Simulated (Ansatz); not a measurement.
Run report: CH₇BFN, geometry relaxation (part 2 of 3)

The same run, continued: CH₇BFN; RHF/def2-SVP (Ansatz 0.2.0). It belongs to a series of runs on one base structure; here: end point B relaxed.

Geometry of the input (Å):
```
B  0.3478  0.4317  -0.2806
H  -0.6815  -0.1264  1.8179
F  1.3379  -0.3867  0.0309
H  -0.5809  0.0284  -0.9055
N  0.4444  1.8321  0.1306
H  1.2624  2.1148  0.6324
C  -0.5020  2.8746  -0.1717
H  -1.3022  2.4765  -0.7947
H  -0.9536  3.3035  0.7282
H  -0.0369  3.6885  -0.7322
H  -0.5718  0.5697  1.7310
```

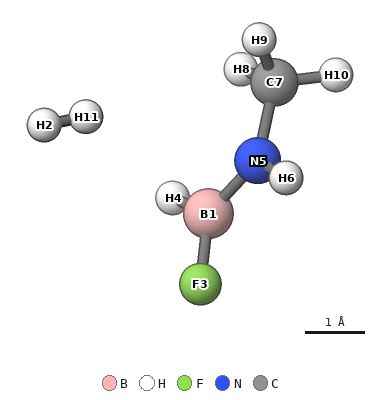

Fig. 1: The geometry at step 15 of the log (ball-and-stick view, seen at a tilt; atoms are numbered from 1 in the order of the input).

### Trajectory as extended XYZ, continued
```
11
Properties=species:S:1:pos:R:3:forces:R:3 step=5 energy=-5997.71955
B     0.4630    0.5530   -0.4790    0.0437  -0.0237  -0.0047
H    -0.9862   -0.3874    2.4044   -0.0150  -0.0589   0.0270
F     1.4646   -0.2754   -0.1845   -0.0722   0.0690  -0.0341
H    -0.4749    0.1272   -1.0972    0.0710   0.0409   0.0274
N     0.5386    1.8776   -0.0599   -0.0027  -0.0580   0.0830
H     1.3382    2.1560    0.4786   -0.0611  -0.0143  -0.0840
C    -0.4628    2.8986   -0.2510   -0.0125   0.0399   0.0189
H    -1.2797    2.5017   -0.8520    0.0207   0.0096   0.0065
H    -0.8847    3.2412    0.6994    0.0412  -0.0262  -0.0559
H    -0.0567    3.7697   -0.7712   -0.0101  -0.0231   0.0067
H    -0.8959    0.3444    2.2987   -0.0032   0.0448   0.0092
11
Properties=species:S:1:pos:R:3:forces:R:3 step=6 energy=-5997.72589
B     0.4826    0.5675   -0.5185    0.0323  -0.0548  -0.0263
H    -1.0421   -0.4335    2.5230   -0.0171  -0.1036   0.0256
F     1.4921   -0.2559   -0.2373   -0.0669   0.0635  -0.0258
H    -0.4498    0.1425   -1.1458    0.0619   0.0395   0.0420
N     0.5459    1.8852   -0.0797    0.0287  -0.0234   0.0549
H     1.3512    2.1668    0.4483   -0.0636  -0.0197  -0.0545
C    -0.4572    2.9054   -0.2645    0.0052   0.0180   0.0174
H    -1.2727    2.5109   -0.8682    0.0044   0.0070   0.0097
H    -0.8764    3.2391    0.6890    0.0089  -0.0046  -0.0370
H    -0.0532    3.7808   -0.7787   -0.0032  -0.0193   0.0033
H    -0.9566    0.2980    2.4188    0.0093   0.0975  -0.0092
11
Properties=species:S:1:pos:R:3:forces:R:3 step=7 energy=-5997.72838
B     0.5000    0.5798   -0.5532   -0.0175  -0.0963  -0.0369
H    -1.0878   -0.4693    2.6206   -0.0112  -0.0653   0.0168
F     1.5149   -0.2392   -0.2826   -0.0333   0.0413  -0.0204
H    -0.4291    0.1556   -1.1861    0.0597   0.0403   0.0408
N     0.5517    1.8900   -0.0954    0.0538   0.0432   0.0410
H     1.3601    2.1734    0.4264   -0.0631  -0.0225  -0.0329
C    -0.4528    2.9099   -0.2747    0.0194   0.0003   0.0090
H    -1.2673    2.5178   -0.8809   -0.0067   0.0032   0.0082
H    -0.8711    3.2365    0.6806   -0.0085   0.0075  -0.0171
H    -0.0499    3.7887   -0.7837   -0.0007  -0.0147   0.0009
H    -1.0051    0.2636    2.5155    0.0081   0.0628  -0.0095
11
Properties=species:S:1:pos:R:3:forces:R:3 step=8 energy=-5997.72926
B     0.5127    0.5881   -0.5784   -0.0504  -0.0634  -0.0365
H    -1.1216   -0.4951    2.6926   -0.0066  -0.0297   0.0102
F     1.5322   -0.2267   -0.3176   -0.0027   0.0173  -0.0101
H    -0.4140    0.1652   -1.2153    0.0515   0.0365   0.0375
N     0.5557    1.8936   -0.1060    0.0605   0.0377   0.0174
H     1.3658    2.1778    0.4121   -0.0545  -0.0206  -0.0149
C    -0.4496    2.9132   -0.2820    0.0255  -0.0118  -0.0010
H    -1.2636    2.5226   -0.8895   -0.0126  -0.0001   0.0061
H    -0.8676    3.2362    0.6740   -0.0164   0.0131   0.0000
H    -0.0471    3.7935   -0.7883    0.0000  -0.0078  -0.0016
H    -1.0394    0.2384    2.5848    0.0057   0.0288  -0.0071
11
Properties=species:S:1:pos:R:3:forces:R:3 step=9 energy=-5997.72982
B     0.5217    0.5938   -0.5968   -0.0203  -0.0086  -0.0544
H    -1.1488   -0.5121    2.7490   -0.0018   0.0101   0.0033
F     1.5474   -0.2165   -0.3490    0.0003  -0.0022   0.0109
H    -0.4022    0.1750   -1.2374    0.0190   0.0126   0.0259
N     0.5595    1.8958   -0.1135    0.0117   0.0082   0.0128
H     1.3666    2.1780    0.4085   -0.0110  -0.0022   0.0043
C    -0.4467    2.9147   -0.2872    0.0105  -0.0113  -0.0066
H    -1.2619    2.5243   -0.8934   -0.0059  -0.0026   0.0023
H    -0.8652    3.2384    0.6684   -0.0033   0.0055   0.0071
H    -0.0451    3.7948   -0.7942   -0.0013   0.0007  -0.0033
H    -1.0619    0.2206    2.6322    0.0019  -0.0101  -0.0024
11
Properties=species:S:1:pos:R:3:forces:R:3 step=10 energy=-5997.72919 accepted=F
B     0.5403    0.6062   -0.6381   -0.0608   0.0190   0.1517
H    -1.1885   -0.5323    2.8396    0.0059   0.0622  -0.0077
F     1.5643   -0.2053   -0.3894    0.0310   0.0020  -0.0314
H    -0.3847    0.1906   -1.2740    0.0014   0.0015  -0.0735
N     0.5648    1.8986   -0.1259   -0.0141  -0.0384  -0.0534
H     1.3630    2.1743    0.4111    0.0365   0.0159   0.0203
C    -0.4430    2.9163   -0.2952   -0.0088  -0.0021  -0.0178
H    -1.2576    2.5276   -0.9037    0.0039  -0.0039  -0.0008
H    -0.8649    3.2360    0.6604    0.0159  -0.0081   0.0109
H    -0.0422    3.7990   -0.7982   -0.0062   0.0130  -0.0046
H    -1.0879    0.1960    2.6997   -0.0047  -0.0612   0.0064
11
Properties=species:S:1:pos:R:3:forces:R:3 step=11 energy=-5997.73021
B     0.5291    0.5986   -0.6129    0.0034   0.0152   0.0007
H    -1.1715   -0.5163    2.7922    0.0018   0.0325  -0.0019
F     1.5551   -0.2118   -0.3664    0.0024  -0.0037   0.0026
H    -0.3922    0.1837   -1.2565   -0.0067  -0.0040  -0.0081
N     0.5622    1.8967   -0.1180   -0.0048  -0.0117   0.0009
H     1.3651    2.1761    0.4114    0.0054   0.0035   0.0068
C    -0.4455    2.9143   -0.2894   -0.0033  -0.0010  -0.0037
H    -1.2626    2.5224   -0.8922    0.0006  -0.0012   0.0019
H    -0.8618    3.2387    0.6672    0.0045  -0.0002   0.0017
H    -0.0468    3.7945   -0.7986   -0.0022   0.0023  -0.0025
H    -1.0675    0.2101    2.6495   -0.0011  -0.0318   0.0018
11
Properties=species:S:1:pos:R:3:forces:R:3 step=12 energy=-5997.73035
B     0.5366    0.6028   -0.6282    0.0177   0.0271   0.0334
H    -1.2015   -0.5117    2.8426    0.0252   0.1434  -0.0349
F     1.5629   -0.2076   -0.3830    0.0021  -0.0028  -0.0041
H    -0.3810    0.1920   -1.2782   -0.0179  -0.0115  -0.0247
N     0.5638    1.8963   -0.1204   -0.0118  -0.0238  -0.0060
H     1.3629    2.1733    0.4158    0.0108   0.0036   0.0052
C    -0.4454    2.9126   -0.2894   -0.0118   0.0073  -0.0011
H    -1.2645    2.5190   -0.8886    0.0040  -0.0001   0.0015
H    -0.8588    3.2373    0.6684    0.0076  -0.0035  -0.0022
H    -0.0500    3.7931   -0.8009   -0.0017   0.0018  -0.0011
H    -1.0614    0.1997    2.6483   -0.0240  -0.1415   0.0340
11
Properties=species:S:1:pos:R:3:forces:R:3 step=13 energy=-5997.73073
B     0.5354    0.6015   -0.6254    0.0091   0.0177   0.0155
H    -1.2027   -0.5028    2.8407    0.0114   0.0681  -0.0158
F     1.5617   -0.2088   -0.3801    0.0017  -0.0020  -0.0019
H    -0.3820    0.1903   -1.2765   -0.0088  -0.0058  -0.0136
N     0.5626    1.8951   -0.1182   -0.0079  -0.0175  -0.0018
H     1.3622    2.1726    0.4171    0.0065   0.0022   0.0047
C    -0.4464    2.9117   -0.2876   -0.0071   0.0045  -0.0018
H    -1.2647    2.5188   -0.8882    0.0018  -0.0007   0.0014
H    -0.8606    3.2357    0.6701    0.0049  -0.0019  -0.0004
H    -0.0502    3.7926   -0.7979   -0.0012   0.0013  -0.0013
H    -1.0515    0.2001    2.6325   -0.0104  -0.0660   0.0152
11
Properties=species:S:1:pos:R:3:forces:R:3 step=14 energy=-5997.73171
B     0.5408    0.6009   -0.6360    0.0007   0.0002   0.0008
H    -1.2301   -0.4557    2.8746   -0.0030   0.0031   0.0038
F     1.5694   -0.2078   -0.3945   -0.0008  -0.0017   0.0000
H    -0.3689    0.1944   -1.3019    0.0021   0.0020  -0.0036
N     0.5567    1.8862   -0.1080   -0.0020   0.0058  -0.0040
H     1.3523    2.1601    0.4355   -0.0022  -0.0005  -0.0001
C    -0.4509    2.9044   -0.2787   -0.0013  -0.0043   0.0065
H    -1.2712    2.5110   -0.8763    0.0010  -0.0010   0.0014
H    -0.8618    3.2307    0.6794   -0.0007  -0.0009  -0.0015
H    -0.0551    3.7839   -0.7920    0.0021  -0.0032   0.0010
H    -1.0176    0.1986    2.5842    0.0042   0.0004  -0.0044
11
Properties=species:S:1:pos:R:3:forces:R:3 step=15 energy=-5997.73202
B     0.5414    0.5988   -0.6376   -0.0087  -0.0108   0.0048
H    -1.2342   -0.4295    2.8728    0.0158   0.0549  -0.0214
F     1.5692   -0.2106   -0.3952    0.0019   0.0019  -0.0038
H    -0.3663    0.1938   -1.3074    0.0062   0.0054  -0.0041
N     0.5545    1.8818   -0.1042    0.0036   0.0070  -0.0003
H     1.3487    2.1544    0.4420   -0.0042  -0.0012   0.0003
C    -0.4538    2.8996   -0.2728    0.0031  -0.0031   0.0006
H    -1.2716    2.5083   -0.8751   -0.0009  -0.0005   0.0014
H    -0.8681    3.2207    0.6856   -0.0013  -0.0008   0.0001
H    -0.0571    3.7819   -0.7805   -0.0007  -0.0016   0.0012
H    -0.9993    0.2078    2.5589   -0.0150  -0.0511   0.0213
11
Properties=species:S:1:pos:R:3:forces:R:3 step=16 energy=-5997.73166 accepted=F
B     0.5430    0.5931   -0.6429    0.0366   0.0249  -0.0771
H    -1.2447   -0.3743    2.8752    0.0938   0.2178  -0.1202
F     1.5738   -0.2146   -0.4074   -0.0129  -0.0053   0.0205
H    -0.3537    0.1974   -1.3330   -0.0098  -0.0060   0.0291
N     0.5501    1.8708   -0.0965   -0.0046  -0.0118   0.0257
H     1.3404    2.1398    0.4572   -0.0068  -0.0039   0.0011
C    -0.4599    2.8878   -0.2601    0.0012   0.0006  -0.0025
H    -1.2732    2.5005   -0.8709   -0.0001   0.0016   0.0019
H    -0.8803    3.1981    0.6992   -0.0006  -0.0011  -0.0021
H    -0.0622    3.7760   -0.7566   -0.0035  -0.0030   0.0028
H    -0.9697    0.2322    2.5222   -0.0934  -0.2139   0.1209
11
Properties=species:S:1:pos:R:3:forces:R:3 step=17 energy=-5997.73235
B     0.5441    0.5973   -0.6446   -0.0098  -0.0085   0.0147
H    -1.2385   -0.4026    2.8765    0.0233   0.0696  -0.0306
F     1.5714   -0.2129   -0.4023    0.0028   0.0036  -0.0069
H    -0.3598    0.1961   -1.3216    0.0061   0.0053  -0.0073
N     0.5526    1.8763   -0.1013    0.0046   0.0004  -0.0011
H     1.3436    2.1461    0.4510   -0.0036  -0.0018  -0.0001
C    -0.4567    2.8936   -0.2670    0.0012   0.0001  -0.0017
H    -1.2715    2.5049   -0.8750   -0.0001   0.0001   0.0013
H    -0.8752    3.2077    0.6919    0.0002  -0.0018  -0.0006
H    -0.0592    3.7798   -0.7673   -0.0021  -0.0011   0.0016
H    -0.9872    0.2205    2.5460   -0.0225  -0.0658   0.0306
11
Properties=species:S:1:pos:R:3:forces:R:3 step=18 energy=-5997.73243
B     0.5532    0.5913   -0.6695    0.0313   0.0577  -0.0368
H    -1.2543   -0.3090    2.8987    0.1183   0.2364  -0.1512
F     1.5824   -0.2186   -0.4350   -0.0135  -0.0021   0.0117
H    -0.3315    0.2087   -1.3826    0.0008   0.0001   0.0290
N     0.5456    1.8559   -0.0905    0.0024  -0.0484   0.0107
H     1.3252    2.1154    0.4831   -0.0156  -0.0138  -0.0119
C    -0.4663    2.8719   -0.2468   -0.0147   0.0147  -0.0018
H    -1.2721    2.4922   -0.8728    0.0090   0.0070   0.0063
H    -0.8983    3.1635    0.7137    0.0075  -0.0063  -0.0158
H    -0.0671    3.7708   -0.7234   -0.0078  -0.0125   0.0084
H    -0.9531    0.2644    2.5113   -0.1177  -0.2328   0.1514
11
Properties=species:S:1:pos:R:3:forces:R:3 step=19 energy=-5997.73352
B     0.5555    0.5956   -0.6720   -0.0317  -0.0122   0.0511
H    -1.2656   -0.3047    2.9161    0.0654   0.1190  -0.0835
F     1.5820   -0.2162   -0.4322    0.0074   0.0097  -0.0174
H    -0.3372    0.2060   -1.3710    0.0208   0.0151  -0.0151
N     0.5466    1.8593   -0.0930    0.0098  -0.0123  -0.0138
H     1.3263    2.1190    0.4800   -0.0043  -0.0042  -0.0062
C    -0.4651    2.8756   -0.2504   -0.0056   0.0063   0.0004
H    -1.2703    2.4962   -0.8769    0.0024   0.0006   0.0019
H    -0.8975    3.1673    0.7094    0.0024  -0.0040  -0.0038
H    -0.0657    3.7741   -0.7267   -0.0017  -0.0038   0.0027
H    -0.9454    0.2345    2.5031   -0.0648  -0.1142   0.0836
11
Properties=species:S:1:pos:R:3:forces:R:3 step=20 energy=-5997.73409
B     0.5552    0.5942   -0.6694    0.0246   0.0113  -0.0503
H    -1.2780   -0.2866    2.9273    0.0166   0.0326  -0.0211
F     1.5880   -0.2126   -0.4399   -0.0093  -0.0051   0.0128
H    -0.3336    0.2076   -1.3743   -0.0051  -0.0055   0.0135
N     0.5472    1.8584   -0.0927   -0.0106  -0.0026   0.0133
H     1.3293    2.1196    0.4760    0.0020   0.0009   0.0035
C    -0.4658    2.8738   -0.2481   -0.0006  -0.0022   0.0049
H    -1.2723    2.4936   -0.8722   -0.0019  -0.0031  -0.0014
H    -0.8955    3.1656    0.7126   -0.0032  -0.0003   0.0041
H    -0.0684    3.7722   -0.7259    0.0036   0.0008  -0.0008
H    -0.9425    0.2212    2.4929   -0.0160  -0.0269   0.0215
11
Properties=species:S:1:pos:R:3:forces:R:3 step=21 energy=-5997.73451
B     0.5594    0.5935   -0.6785    0.0159   0.0081  -0.0280
H    -1.2813   -0.2615    2.9300    0.0207   0.0377  -0.0260
F     1.5925   -0.2134   -0.4504   -0.0065  -0.0016   0.0065
H    -0.3270    0.2095   -1.3877   -0.0021  -0.0019   0.0070
N     0.5464    1.8529   -0.0913   -0.0050  -0.0051   0.0093
H     1.3261    2.1116    0.4818   -0.0007  -0.0012   0.0013
C    -0.4684    2.8673   -0.2420   -0.0009   0.0003   0.0015
H    -1.2720    2.4900   -0.8716   -0.0004  -0.0006   0.0006
H    -0.9018    3.1509    0.7195   -0.0008  -0.0018   0.0001
H    -0.0712    3.7701   -0.7119   -0.0003  -0.0015   0.0016
H    -0.9391    0.2360    2.4884   -0.0200  -0.0323   0.0263
11
Properties=species:S:1:pos:R:3:forces:R:3 step=22 energy=-5997.73401 accepted=F
B     0.5896    0.5868   -0.7419   -0.0096   0.0860   0.0930
H    -1.3085   -0.0679    2.9543    0.2137   0.2290  -0.2716
F     1.6291   -0.2172   -0.5322   -0.0132   0.0284  -0.0114
H    -0.2764    0.2252   -1.4884    0.0182   0.0269   0.0056
N     0.5406    1.8121   -0.0806    0.0357  -0.0846  -0.0350
H     1.3043    2.0526    0.5232   -0.0361  -0.0326  -0.0347
C    -0.4876    2.8184   -0.1966   -0.0179   0.0377  -0.0086
H    -1.2713    2.4622   -0.8648    0.0282   0.0339   0.0380
H    -0.9468    3.0420    0.7718    0.0377  -0.0202  -0.0855
H    -0.0936    3.7536   -0.6084   -0.0440  -0.0783   0.0386
H    -0.9157    0.3390    2.4500   -0.2127  -0.2262   0.2716
11
Properties=species:S:1:pos:R:3:forces:R:3 step=23 energy=-5997.73564
B     0.5737    0.5906   -0.7084    0.0039   0.0193   0.0130
H    -1.2950   -0.1678    2.9449    0.0584   0.0786  -0.0742
F     1.6097   -0.2149   -0.4890   -0.0050   0.0062  -0.0023
H    -0.3031    0.2175   -1.4354    0.0037   0.0059   0.0003
N     0.5435    1.8337   -0.0862    0.0052  -0.0162  -0.0029
H     1.3155    2.0837    0.5015   -0.0094  -0.0094  -0.0065
C    -0.4773    2.8445   -0.2210   -0.0021   0.0067  -0.0023
H    -1.2715    2.4774   -0.8690    0.0058   0.0068   0.0084
H    -0.9231    3.0998    0.7435    0.0072  -0.0066  -0.0176
H    -0.0816    3.7624   -0.6632   -0.0102  -0.0172   0.0099
H    -0.9273    0.2799    2.4688   -0.0576  -0.0740   0.0742
11
Properties=species:S:1:pos:R:3:forces:R:3 step=24 energy=-5997.73599
B     0.5852    0.5878   -0.7332   -0.0008   0.0523   0.0422
H    -1.3029   -0.0868    2.9537    0.1123   0.1263  -0.1439
F     1.6235   -0.2169   -0.5211   -0.0095   0.0152  -0.0049
H    -0.2818    0.2256   -1.4780    0.0123   0.0163   0.0086
N     0.5406    1.8166   -0.0811    0.0179  -0.0474  -0.0158
H     1.3054    2.0585    0.5200   -0.0234  -0.0222  -0.0213
C    -0.4853    2.8243   -0.2026   -0.0103   0.0216  -0.0048
H    -1.2711    2.4664   -0.8666    0.0167   0.0187   0.0217
H    -0.9419    3.0552    0.7639    0.0211  -0.0131  -0.0481
H    -0.0906    3.7550   -0.6208   -0.0248  -0.0449   0.0224
H    -0.9175    0.3212    2.4523   -0.1114  -0.1228   0.1440
11
Properties=species:S:1:pos:R:3:forces:R:3 step=25 energy=-5997.73681
B     0.5855    0.5887   -0.7346   -0.0017   0.0206   0.0208
H    -1.3036   -0.0707    2.9610    0.0668   0.0713  -0.0858
F     1.6232   -0.2165   -0.5220   -0.0031   0.0063  -0.0044
H    -0.2798    0.2292   -1.4822    0.0083   0.0093   0.0025
N     0.5395    1.8150   -0.0804    0.0078  -0.0146  -0.0035
H     1.3025    2.0549    0.5235   -0.0137  -0.0142  -0.0122
C    -0.4859    2.8229   -0.2024   -0.0067   0.0132  -0.0015
H    -1.2702    2.4673   -0.8688    0.0100   0.0095   0.0122
H    -0.9447    3.0516    0.7629    0.0118  -0.0085  -0.0265
H    -0.0905    3.7541   -0.6171   -0.0135  -0.0257   0.0124
H    -0.9125    0.3104    2.4467   -0.0661  -0.0672   0.0861
```
